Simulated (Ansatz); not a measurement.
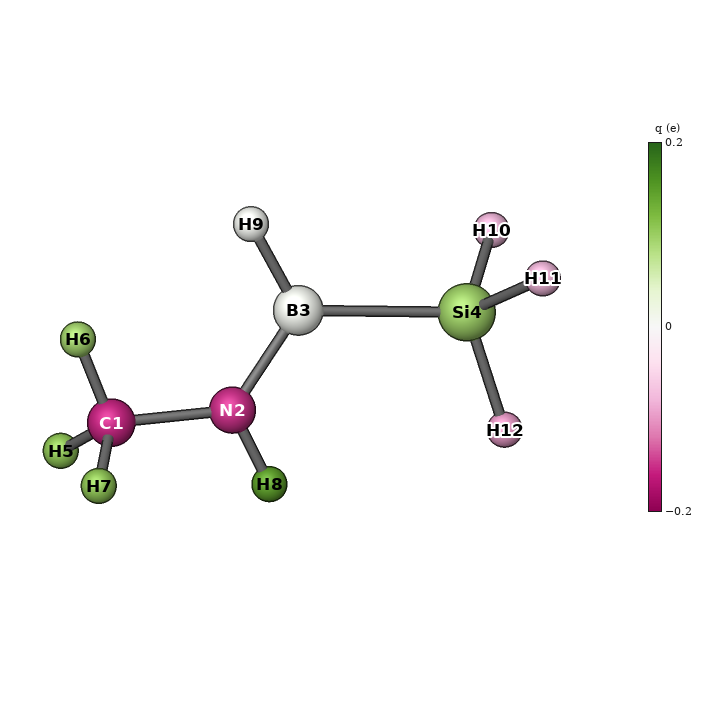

Atoms are coloured by their Mulliken charges. The geometry was computed by an optimisation with PBE0-D4/def2-TZVP. Level of theory: RKS B3LYP-D4/def2-TZVPP (Ansatz 0.2.0).

Which atom carries the highest charge (most positive or least negative)?

Answer. H8 (0.14 e).

And the lowest?

Answer. C1, N2 (−0.15 e).

Give the Mulliken charges atom by atom.

```tsv
atom	value (e)
C1	−0.15
N2	−0.15
B3	0.01
Si4	0.10
H5	0.10
H6	0.09
H7	0.10
H8	0.14
H9	0.01
H10	−0.08
H11	−0.08
H12	−0.10
```

Mulliken values depend strongly on the basis set and can even reverse the polarity of a bond.
